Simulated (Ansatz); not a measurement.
# triplet SiHBr: levels of theory compared

Wanted: a comparison of 6 runs (U-r2SCAN/STO-3G, U-revPBE/STO-3G, U-wB97X/STO-3G, UB2PLYP/STO-3G, USVWN5/STO-3G, UCCSD/STO-3G) of triplet SiHBr. 

The calculation is run with Ansatz 0.2.0.

57 further runs of the same task are left out: 11 that didn't finish, 46 set aside as unsound or not needed.

**1. The structure to begin with**

The species is SiHBr (3 atoms), meant as a triplet with charge 0. As SMILES of the parent species, `[SiH]Br`. The coordinates come from a PBE0-D4/def2-TZVP relaxation. That shape belongs to the parent species and isn't relaxed for this state.

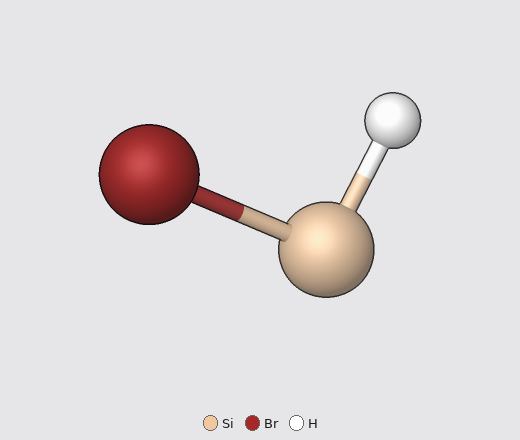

The structure, seen from a chosen angle (silicon light orange, bromine red, hydrogen white).

**2. A single-point energy at U-r2SCAN/STO-3G (run 1)**

input.yaml

```yaml
crystal:
  periodic: [false, false, false]
  atoms:
    - {symbol: Si, position_ang: [-0.624700, 0.521900, -0.296100]}
    - {symbol: Br, position_ang: [1.340900, 0.401500, 0.781400]}
    - {symbol: H, position_ang: [-0.727100, -0.988300, -0.498600]}
basis:
  gaussian: {orbitals: STO-3G}
total_charge: 0
magnetization: {spin_polarized: true, initial_magnetization: 2}
hamiltonian: {xc: {name: r2SCAN}}
accuracy: high
```

Run with:

```console
ansatz run input.yaml --threads 1 --pin off --max-ram 2610MiB --events-out events.jsonl --progress --plain --runs-dir runs
```

The log of the run:

```text
Warning: RAYON_NUM_THREADS=1 ignored (pool sized by the plan → 1); use --threads N
Functional definition: r2SCAN
  name "r2SCAN"
  parameter k0 = 0.174
  parameter k1 = 0.065
  parameter a1 = 4.9479
  exchange = r2scan_x(k0 = k0, k1 = k1, a1 = a1)
  correlation = r2scan_c
394 factors; integrals over basis functions are off by at most 5.6e-8 eV
mean field evaluation 1: about -77081.2937 eV, gradient 7.0e0 eV
mean field evaluation 2: about -77080.0428 eV, gradient 1.2e1 eV
mean field evaluation 4: about -77081.7623 eV, gradient 3.7e-1 eV
mean field evaluation 8: about -77081.7457 eV, gradient 4.2e-3 eV
mean field evaluation 16: about -77081.7457 eV, gradient 3.1e-7 eV
mean field -77081.74565635 eV, -2832.7019049870 hartree, gradient 3.8e-8 eV, S^2 2.002219; 0 other end points of the search recorded, 0 dependent functions left out
reference -77081.74565699 eV, -2832.7019050106 hartree; 26, 24 occupied and 2, 4 virtual orbitals, 394 factors
Total energy: -77081.74565699 eV, -2832.7019050106 hartree
```

Wall time 5.7 s (1 thread of Arm Neoverse V1, shared host); peak memory 0.22 GiB.

**3. A single-point energy at U-revPBE/STO-3G (run 2)**

run.yaml

```yaml
crystal:
  periodic: [false, false, false]
  atoms:
    - {symbol: Si, position_ang: [-0.624700, 0.521900, -0.296100]}
    - {symbol: Br, position_ang: [1.340900, 0.401500, 0.781400]}
    - {symbol: H, position_ang: [-0.727100, -0.988300, -0.498600]}
basis:
  gaussian:
    orbitals: STO-3G
magnetization:
  spin_polarized: true
  initial_magnetization: 2
hamiltonian:
  xc: {name: revPBE}
accuracy: high
```

Run with:

```console
ansatz run run.yaml --threads 1 --pin off --max-ram 2610MiB --events-out events.jsonl --progress --plain --runs-dir runs
```

The log of the run:

```text
Warning: RAYON_NUM_THREADS=1 ignored (pool sized by the plan → 1); use --threads N
Functional definition: revPBE
  name "revPBE"
  parameter kappa = 1.245
  parameter beta = 0.06672455060314922
  exchange = pbe_x(kappa = kappa, mu = beta*pi^2/3)
  correlation = pbe_c(beta = beta)
394 factors; integrals over basis functions are off by at most 5.6e-8 eV
mean field evaluation 1: about -77071.3343 eV, gradient 7.5e0 eV
mean field evaluation 2: about -77068.4477 eV, gradient 1.8e1 eV
mean field evaluation 4: about -77071.8718 eV, gradient 4.8e-1 eV
mean field evaluation 8: about -77071.8551 eV, gradient 2.0e-3 eV
mean field evaluation 16: about -77071.8551 eV, gradient 8.0e-8 eV
mean field evaluation 32: about -77071.8551 eV, gradient 8.0e-8 eV
mean field -77071.85514694 eV, -2832.3384354701 hartree, gradient 8.0e-8 eV, S^2 2.001741; 1 other end points of the search recorded, 0 dependent functions left out
reference -77071.85514894 eV, -2832.3384355438 hartree; 26, 24 occupied and 2, 4 virtual orbitals, 394 factors
Total energy: -77071.85514894 eV, -2832.3384355438 hartree
```

Run time: 2.2 s. Hardware: 1 thread of Arm Neoverse V1, shared host; peak memory 0.12 GiB.

Runs 3 to 5 aren't shown in full; the table further down has their settings and results.

**4. A single-point energy at UCCSD/STO-3G (run 6)**

molecule.yaml

```yaml
crystal:
  periodic: [false, false, false]
  atoms:
    - symbol: Si
      position_ang: [-0.624700, 0.521900, -0.296100]
    - symbol: Br
      position_ang: [1.340900, 0.401500, 0.781400]
    - symbol: H
      position_ang: [-0.727100, -0.988300, -0.498600]
basis:
  gaussian:
    orbitals: STO-3G
magnetization:
  spin_polarized: true
  initial_magnetization: 2
scf:
  omitted_lower_state_checks: [cluster_reference, increment]
correlation:
  method: ccsd
  frozen_orbitals: {Br: 9, H: 0, Si: 5}
accuracy: high
```

Run with:

```console
ansatz run molecule.yaml --threads 1 --pin off --max-ram 2610MiB --events-out events.jsonl --progress --plain --runs-dir runs
```

The log of the run (excerpt; [...] marks lines left out):

```text
Warning: RAYON_NUM_THREADS=1 ignored (pool sized by the plan → 1); use --threads N
Functional definition: HF
  name "HF"
[...]
394 factors; integrals over basis functions are off by at most 5.6e-8 eV
[...]
mean field -77029.36879171 eV, -2830.7770907139 hartree, gradient 9.7e-9 eV, S^2 2.003180; 0 other end points of the search recorded, 0 dependent functions left out
14 core orbitals not correlated: weight in the atoms' cores, before any rotation towards them, 1.000 or more for the frozen orbitals, at most 0.000 for the correlated occupied ones
reference -77029.36879171 eV, -2830.7770907139 hartree; 12, 10 occupied and 2, 4 virtual orbitals, 394 factors
second order -0.68435073 eV of doubles, -0.00000000 eV of singles
cycle   1  -0.89183976 eV  change   -2.1e-1 eV  update   5.2e-2
[...]
cycle  23  -1.05202245 eV  change  -8.4e-10 eV  update  8.9e-10
Total energy: -77030.42081416 eV, -2830.8157518260 hartree
Checks for a lower state left out: cluster_reference, increment
```

It took 0.42 s on 1 thread of Arm Neoverse V1, shared host.

**5. All runs side by side**

```tsv
run	level	frozen core orbitals	energy (Eh)	⟨S²⟩	wall time
1	U-r2SCAN/STO-3G	–	-2832.701905	2.002	5.7 s
2	U-revPBE/STO-3G	–	-2832.338436	2.002	2.2 s
3	U-wB97X/STO-3G	–	-2832.691444	2.002	9.3 s
4	UB2PLYP/STO-3G	14	-2832.166163	2.003	2.1 s
5	USVWN5/STO-3G	–	-2827.670482	2.001	1.4 s
6	UCCSD/STO-3G	14	-2830.815752	2.003	0.42 s
```

**6. Summary of results**

```
                                           quantity           value
                                run 6: total energy  -2830.81575 Eh
run 6: correlation energy (14 core orbitals frozen)       -38.7 mEh
           run 6: ⟨S²⟩ of the reference determinant           2.003
                               run 6: T1 diagnostic           0.011
```

**Reading.** Totals of different functionals can't be ranked against each other. In runs 1, 2, 3, 4, 5, 6 the basis is minimal, so the values are rough. All runs together took 21 s, the longest 9.3 s.
